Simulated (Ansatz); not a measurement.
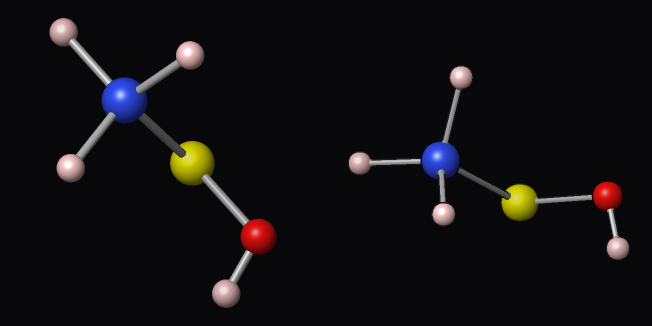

Both panels show the same species. Colours: silicon blue, oxygen red, sulfur yellow, hydrogen pink.

Computed geometry: PBE0-D4/def2-TZVP optimisation. No frequency run is at hand to confirm it as a minimum.

Question: Which formula does it have?

Answer: H4OSSi, 7 atoms: 4 hydrogen, 1 oxygen, 1 sulfur and 1 silicon.

Question: What is the point group of this geometry?

Answer: C1.

The parts below concern this one geometry. Atoms keep their numbers from picture to picture.

## Charges

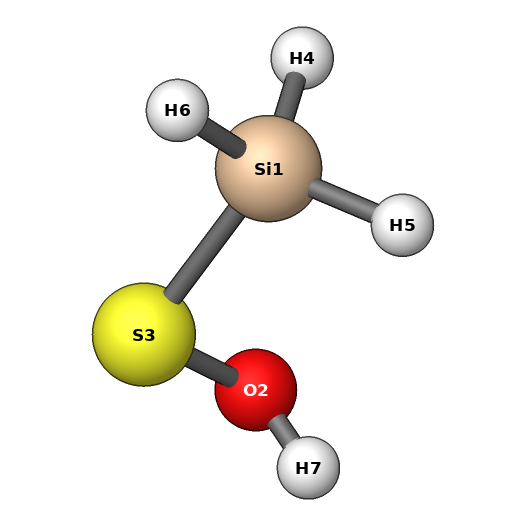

The questions are on Mulliken charges. No frequency run is at hand to confirm it as a minimum. Method: RKS PBE0-D4/def2-TZVP (Ansatz 0.2.0).

Give the Mulliken charges atom by atom.

```csv
atom,value (e)
Si1,0.19
O2,−0.43
S3,−0.07
H4,0.00
H5,−0.02
H6,−0.01
H7,0.34
```

## Electronic properties

No frequency run is at hand to confirm it as a minimum. Properties computed with RKS PBE0-D4/def2-TZVPP (Ansatz 0.2.0).

Computed properties:

- HOMO energy (Kohn–Sham orbital): −7.16 eV
- LUMO energy (Kohn–Sham orbital): −1.06 eV
- HOMO–LUMO gap: 6.10 eV
- dispersion correction: −10.5 kJ/mol

## Dipole moment

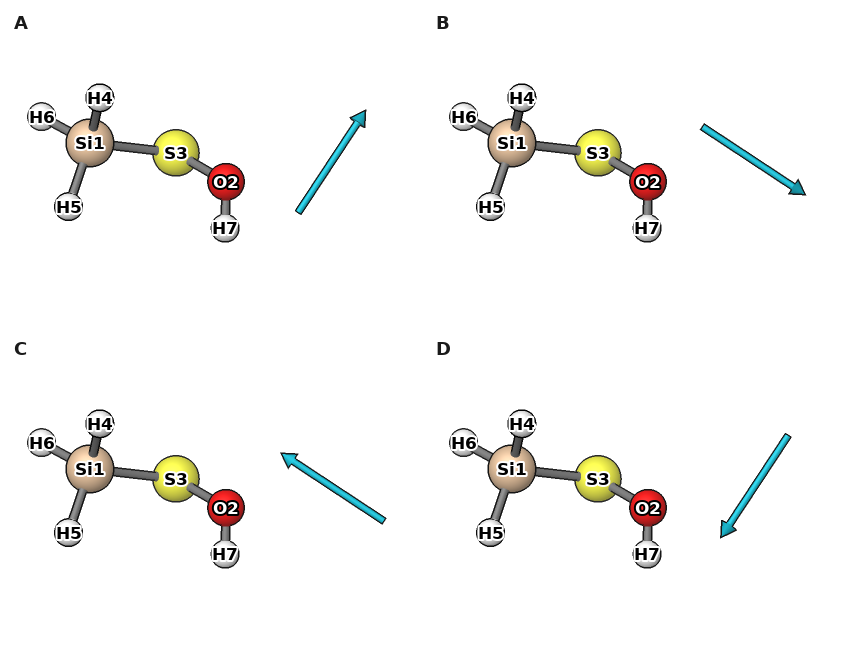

The same molecule four times, each with an arrow. No frequency run is at hand to confirm it as a minimum. Method: RKS PBE0-D4/def2-TZVP (Ansatz 0.2.0).

Question: Which arrow points along the dipole moment, from the negative to the positive end?

Answer: D. The dipole moment is 1.63 D; it points from the side of O2, S3 to the side of H5 (the outermost atoms at the two ends).

Mulliken values depend strongly on the basis set and can even reverse the polarity of a bond.
